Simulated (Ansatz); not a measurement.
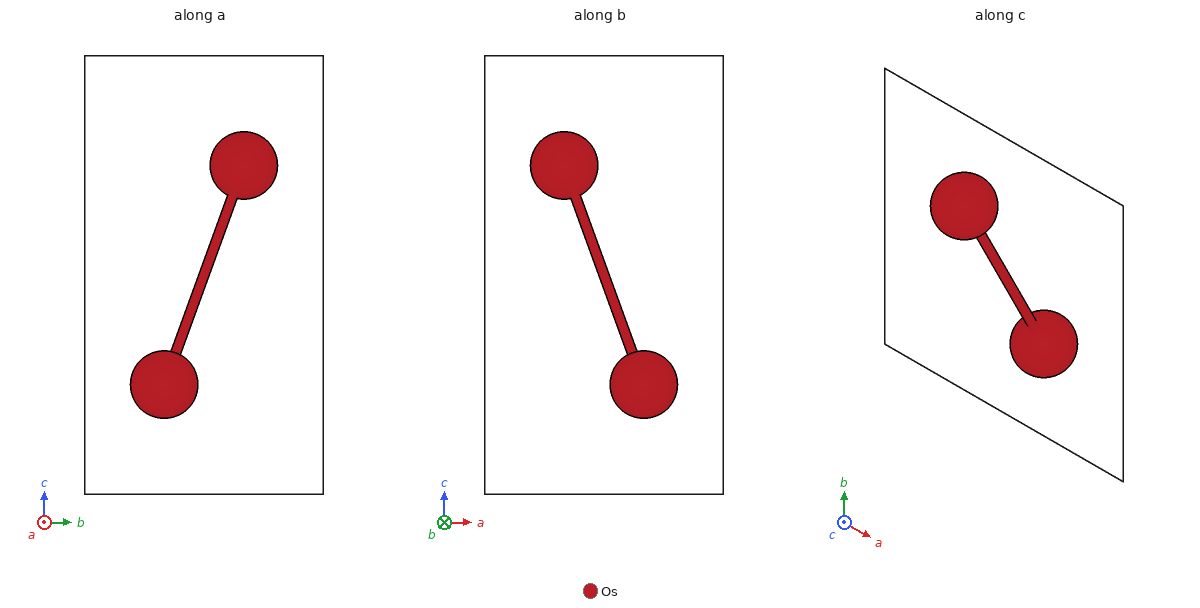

View along the a axis, along the b axis and along the c axis, drawn as a ball-and-stick model. The parallelepiped is the conventional unit cell.

Lattice parameters: a = 2.657 Å, b = 2.657 Å, c = 4.221 Å, α = 90.00°, β = 90.00°, γ = 120.00°. Put a along x and b in the xy plane.

### Convert the drawing into a POSCAR file.

```
Os
1.0
     2.657    0.000    0.000
    -1.328    2.301    0.000
     0.000    0.000    4.221
Os
2
Direct
  0.3333 0.6667 0.7500
  0.6667 0.3333 0.2500
```

The model was built from the standard structure of this element. It was relaxed at fixed volume with DFT HSE06, scalar-relativistic, plane waves, PAW in Ansatz.

At this level of theory the cell isn't at rest (compressed, at 35 GPa), so its distances can differ from those at equilibrium, the more so the softer the solid.
